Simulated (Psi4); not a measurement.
# quartet PO at 6 levels

Aim: a comparison of 6 runs (UB3LYP/6-31G*, UHSE06/cc-pVTZ, UTPSSh/cc-pVTZ, UOMP2/cc-pVTZ, UMP3/cc-pVTZ) of quartet PO. 

The calculation is run with Psi4 1.11.

1 further run of the same task is left out (set aside as unsound or not needed).

## (1) The system as given

The species is PO (2 atoms), meant as a quartet with charge 0. As SMILES of the parent species, `O=[P]`. The shape is that of a PBE0-D4/def2-TZVP optimisation. That shape belongs to the parent species and isn't relaxed for this state.

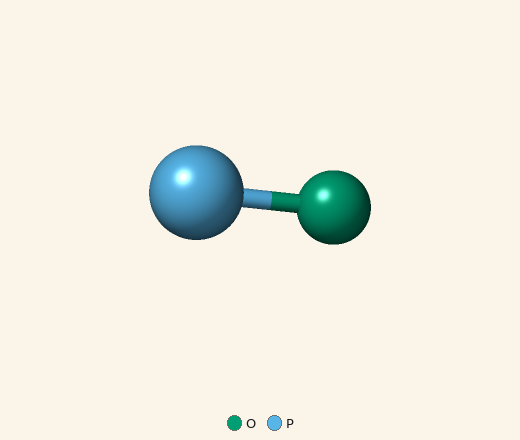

The structure, seen from a chosen angle (oxygen teal, phosphorus blue).

## (2) Energy and gradient at UB3LYP/6-31G(d) (spherical functions) (run 1)

Contents of calc.py:

```python
import psi4

psi4.set_memory('2200 MB')
psi4.set_num_threads(1)
psi4.core.set_output_file('output.dat', False)

m = psi4.geometry("""
0 4
O      0.000000     0.000000    -0.009450
P      0.000000     0.000000     1.464540
units angstrom
symmetry c1
""")

options = {'basis': '6-31G*', 'reference': 'uks', 'puream': True, 'e_convergence': 1e-09, 'd_convergence': 1e-08, 'scf_type': 'pk', 'dft_radial_points': 99, 'dft_spherical_points': 590, 'maxiter': 100}
psi4.set_options(options)

E, wfn = psi4.gradient("b3lyp", return_wfn=True)
psi4.oeprop(wfn, "QUADRUPOLE", "WIBERG_LOWDIN_INDICES", "MAYER_INDICES", title="B3LYP")
print('gradient / Eh bohr^-1')
print(E.np.round(6))
print(f'energy = {wfn.energy():.10f} Eh')
```

Started as:

```sh
$ python calc.py
```

output.dat:

```text
[...]
  Running in c1 symmetry.
[...]
  Nuclear repulsion =   43.081204947387704
[...]
  Multiplicity = 4
[...]
  Nalpha       = 13
  Nbeta        = 10
[...]
    Number of basis functions: 32
[...]
   @UKS iter   1:  -416.19539762057587   -4.73252e-02   1.94385e-02 DIIS/ADIIS
[...]
   @UKS iter  12:  -416.36583281625974   -2.27374e-12   2.50041e-09 DIIS
[...]
   @S^2 Observed:                3.756505242E+00
[...]
  @UKS Final Energy:  -416.36583281625974
   => Energetics <=
    Nuclear Repulsion Energy =             43.0812049473877039
    One-Electron Energy =                -660.3340542933220831
    Two-Electron Energy =                 226.5558679902493964
    DFT Exchange-Correlation Energy =     -25.6688514605747997
    Empirical Dispersion Energy =           0.0000000000000000
    VV10 Nonlocal Energy =                  0.0000000000000000
    Total Energy =                       -416.3658328162597400
[...]
  -Total Gradient:
     Atom            X                  Y                   Z
    ------   -----------------  -----------------  -----------------
       1        0.000000000000    -0.000000000000     0.121136216277
       2       -0.000000000000     0.000000000000    -0.121136051528
[...]
```

On the terminal:

```text
gradient / Eh bohr^-1
[[ 0.       -0.        0.121136]
 [-0.        0.       -0.121136]]
energy = -416.3658328163 Eh
```

Run time: 13 s. Hardware: 1 thread of Intel Xeon at 2.50GHz (Skylake/Cascade Lake), shared host; peak memory 0.3 GiB.

## (3) Energy and forces at UB3LYP/6-31G(d) (Cartesian functions) (run 2)

Contents of op.json:

```json
{
 "schema_name": "qcschema_input",
 "schema_version": 1,
 "molecule": {
  "schema_name": "qcschema_molecule",
  "schema_version": 2,
  "symbols": ["O", "P"],
  "geometry": [0.0, 0.0, -0.01785791, 0.0, 0.0, 2.7675795],
  "molecular_charge": 0,
  "molecular_multiplicity": 4,
  "fix_symmetry": "c1",
  "fix_com": true,
  "fix_orientation": true
 },
 "driver": "gradient",
 "model": {
  "method": "b3lyp",
  "basis": "6-31G*"
 },
 "keywords": {
  "reference": "uks",
  "puream": false,
  "e_convergence": 1e-09,
  "d_convergence": 1e-08,
  "scf_type": "pk",
  "dft_radial_points": 99,
  "dft_spherical_points": 590,
  "maxiter": 100,
  "scf_properties": ["LOWDIN_CHARGES", "MAYER_INDICES", "WIBERG_LOWDIN_INDICES"]
 }
}
```

Started as:

```sh
$ psi4 --qcschema op.json -n 1 --memory 2200MB
```

stdout:

```text
[...]
  Running in c1 symmetry.
[...]
  Nuclear repulsion =   43.081204973117664
[...]
  Multiplicity = 4
[...]
  Nalpha       = 13
  Nbeta        = 10
[...]
    Number of basis functions: 34
[...]
   @UKS iter   1:  -416.20093204417594   -5.12935e-02   1.83950e-02 ADIIS/DIIS
[...]
   @UKS iter  12:  -416.36974211656457   -1.42109e-12   2.30945e-09 DIIS
[...]
   @S^2 Observed:                3.756531241E+00
[...]
  @UKS Final Energy:  -416.36974211656457
   => Energetics <=
    Nuclear Repulsion Energy =             43.0812049731176643
    One-Electron Energy =                -660.2856924404236452
    Two-Electron Energy =                 226.4868865895059287
    DFT Exchange-Correlation Energy =     -25.6521412387644858
    Empirical Dispersion Energy =           0.0000000000000000
    VV10 Nonlocal Energy =                  0.0000000000000000
    Total Energy =                       -416.3697421165645096
[...]
  -Total Gradient:
     Atom            X                  Y                   Z
    ------   -----------------  -----------------  -----------------
       1       -0.000000000000    -0.000000000000     0.120355242791
       2       -0.000000000000    -0.000000000000    -0.120355067478
[...]
```

The result, in JSON:

```text
{
 "driver": "gradient",
 "model": {
  "method": "b3lyp",
  "basis": "6-31G*"
 },
 "success": true,
 "return_result": [-3.5955262573237585e-14, -4.317169487175761e-14, 0.12035524279083615, -2.0757237071329851e-13, -1.7469057586672934e-13, -0.1203550674781046],
 "properties": {
  "calcinfo_nbasis": 34,
  "calcinfo_nmo": 34,
  "calcinfo_nalpha": 13,
  "calcinfo_nbeta": 10,
  "calcinfo_natom": 2,
  "nuclear_repulsion_energy": 43.081204973117664,
  "return_energy": -416.36974211656457,
  "return_gradient": [-3.5955262573237585e-14, -4.317169487175761e-14, 0.12035524279083615, -2.0757237071329851e-13, -1.7469057586672934e-13, -0.1203550674781046],
  "scf_one_electron_energy": -660.2856924404236,
  "scf_two_electron_energy": 226.48688658950593,
  "scf_xc_energy": -25.652141238764486,
  "scf_dipole_moment": [-3.3163657108817002e-15, 1.4422255599320678e-14, 0.6345224816148445],
  "scf_total_energy": -416.36974211656457,
  "scf_total_gradient": [-3.5955262573237585e-14, -4.317169487175761e-14, 0.12035524279083615, -2.0757237071329851e-13, -1.7469057586672934e-13, -0.1203550674781046],
  "scf_iterations": 12
 }
}
```

Run time: 13 s. Hardware: 1 thread of Intel Xeon at 2.50GHz (Skylake/Cascade Lake), shared host; peak memory 0.31 GiB.

Runs 3 to 5 aren't shown in full; the table further down has their settings and results.

## (4) The energy at UMP3/cc-pVTZ (run 6)

Contents of op.json:

```json
{
 "schema_name": "qcschema_input",
 "schema_version": 1,
 "molecule": {
  "schema_name": "qcschema_molecule",
  "schema_version": 2,
  "symbols": ["O", "P"],
  "geometry": [0.0, 0.0, -0.01785791, 0.0, 0.0, 2.7675795],
  "molecular_charge": 0,
  "molecular_multiplicity": 4,
  "fix_symmetry": "c1",
  "fix_com": true,
  "fix_orientation": true
 },
 "driver": "energy",
 "model": {
  "method": "mp3",
  "basis": "cc-pVTZ"
 },
 "keywords": {
  "reference": "uhf",
  "puream": true,
  "e_convergence": 1e-09,
  "d_convergence": 1e-08,
  "scf_type": "pk",
  "num_frozen_docc": 6,
  "maxiter": 100,
  "mp_type": "conv"
 }
}
```

Started as:

```sh
$ psi4 --qcschema op.json -n 1 --memory 2200MB
```

stdout:

```text
[...]
  Running in c1 symmetry.
[...]
  Nuclear repulsion =   43.081204973117664
[...]
  Multiplicity = 4
[...]
  Nalpha       = 13
  Nbeta        = 10
[...]
    Number of basis functions: 64
[...]
   @UHF iter   1:  -415.37481499695599   -5.27742e-01   7.37760e-03 ADIIS/DIIS
[...]
   @UHF iter  15:  -415.49345888007724   -2.69438e-11   9.25045e-09 DIIS
[...]
   @S^2 Observed:                3.790047638E+00
[...]
  @UHF Final Energy:  -415.49345888007724
   => Energetics <=
    Nuclear Repulsion Energy =             43.0812049731176643
    One-Electron Energy =                -660.2197492071932174
    Two-Electron Energy =                 201.6450853539982973
    Total Energy =                       -415.4934588800772417
  UHF NO Occupations:
  HONO-2 :   11  A 1.0000000
  HONO-1 :   12  A 1.0000000
[...]
 Multipole Moments:
 ------------------------------------------------------------------------------------
     Multipole            Electronic (a.u.)      Nuclear  (a.u.)        Total (a.u.)
 ------------------------------------------------------------------------------------
 L = 1.  Multiply by 2.5417464519 to convert [e a0] to [Debye]
 Dipole X            :         -0.0000000            0.0000000           -0.0000000
 Dipole Y            :          0.0000000            0.0000000            0.0000000
 Dipole Z            :        -40.4730087           41.3708292            0.8978205
 Magnitude           :                                                    0.8978205
[...]
	SCS-MP2 Total Energy (a.u.)        :  -415.79796345403395
	SOS-MP2 Total Energy (a.u.)        :  -415.79052450359188
[...]
	SOS-PI-MP2 Total Energy (a.u.)     :  -415.81337570540069
[...]
	MP2 Total Energy (a.u.)            :  -415.81284135491819
[...]
	SCS-MP3 Total Energy (a.u.)        :  -415.79926605251995
[...]
	MP3 Total Energy (a.u.)            :  -415.81805174886222
[...]
```

The result, in JSON:

```text
{
 "driver": "energy",
 "model": {
  "method": "mp3",
  "basis": "cc-pVTZ"
 },
 "success": true,
 "return_result": -415.8180517488622,
 "properties": {
  "calcinfo_nbasis": 64,
  "calcinfo_nmo": 64,
  "calcinfo_nalpha": 13,
  "calcinfo_nbeta": 10,
  "calcinfo_natom": 2,
  "nuclear_repulsion_energy": 43.081204973117664,
  "return_energy": -415.8180517488622,
  "scf_one_electron_energy": -660.2197492071932,
  "scf_two_electron_energy": 201.6450853539983,
  "scf_dipole_moment": [-2.9451235084424338e-15, 3.489494184238079e-15, 0.8978204856219136],
  "scf_total_energy": -415.49345888007724,
  "scf_iterations": 15,
  "mp2_same_spin_correlation_energy": -0.0908704567527897,
  "mp2_opposite_spin_correlation_energy": -0.22851201808816637,
  "mp2_singles_energy": 0.0,
  "mp2_doubles_energy": -0.31938247484095605,
  "mp2_correlation_energy": -0.3193824748409497,
  "mp2_total_energy": -415.8128413549182
 }
}
```

It took 14 s on 1 thread of Intel Xeon at 2.50GHz (Skylake/Cascade Lake), shared host; peak memory 0.43 GiB.

## (5) All runs side by side

```tsv
run	level	Cartesian functions	task	energy (Eh)	dipole moment (D)	HOMO energy (eV)	⟨S²⟩	wall time
1	UB3LYP/6-31G* (spherical functions)	no	gradient	-416.365833	1.60	-5.75	3.757	13 s
2	UB3LYP/6-31G* (Cartesian functions)	yes	gradient	-416.369742	1.61	-5.75	3.757	13 s
3	UHSE06/cc-pVTZ	no	gradient	-416.243241	1.58	-5.96	3.760	64 s
4	UTPSSh/cc-pVTZ	no	energy	-416.446720	1.54	-5.69	3.759	35 s
5	UOMP2/cc-pVTZ (density fitting for correlation)	no	energy	-415.825002	–	-9.94	3.790	2.5 min
6	UMP3/cc-pVTZ	no	energy	-415.818052	–	-9.94	3.790	14 s
```

## (6) Results

| quantity | value |
| --- | --- |
| run 6: total energy | -415.81805 Eh |
| run 6: HOMO energy (Hartree–Fock orbitals) (highest over α and β) | -9.94 eV |
| run 6: LUMO energy (Hartree–Fock orbitals) (lowest over α and β) | -2.42 eV |
| run 6: correlation energy (6 core orbitals frozen) | -324.6 mEh |
| run 6: ⟨S²⟩ of the reference determinant | 3.790 |

Over runs 1, 2, 3, 4 the dipole moment (its size) runs from 1.54 D (UTPSSh/cc-pVTZ) to 1.61 D (UB3LYP/6-31G*). The two ends differ in method and basis. Totals of different functionals can't be ranked against each other. All runs together took 4.8 min, the longest 2.5 min.
